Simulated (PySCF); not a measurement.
CH3NO, SMILES `O=CN`.

Method: ωB97X/def2-TZVP; geometry: GFN2-xTB; program: PySCF. No frequency check shows the geometry to be a minimum.

Cartesian coordinates (Å):

```
O1       1.1849    0.2440    0.0000
C2       0.1610   -0.3845    0.0000
N3      -1.0725    0.1555    0.0000
H4       0.1310   -1.4901    0.0000
H5      -1.1619    1.1593    0.0000
H6      -1.9064   -0.4029    0.0000
```

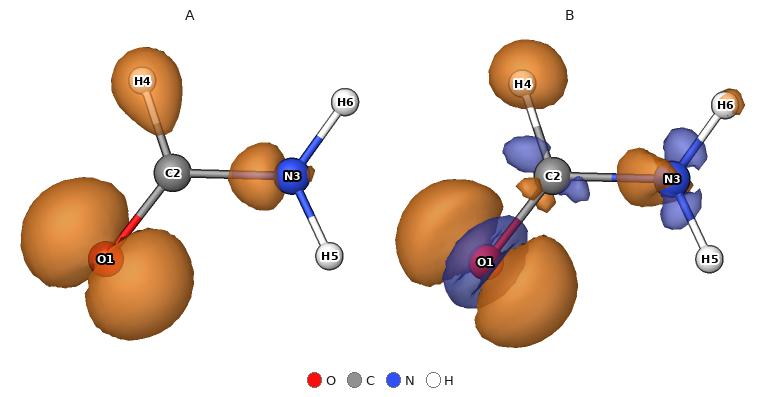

The Fukui function f⁻ from two separate SCF calculations and the density of the HOMO, at ±0.08 e/Å³ (orange positive, blue negative).

Which panel is which, and how good is the frozen-orbital picture?

B is f⁻ (it has negative regions), A the HOMO density. The HOMO lies on O1 (69 %), C2 (13 %) and H4 (9 %); f⁻ (Hirshfeld-condensed) is largest on O1 (0.45); the vertical ionisation energy is 10.26 eV. Relaxation shifts 24 % of the electron between atoms. The orbital energy is −10.08 eV.
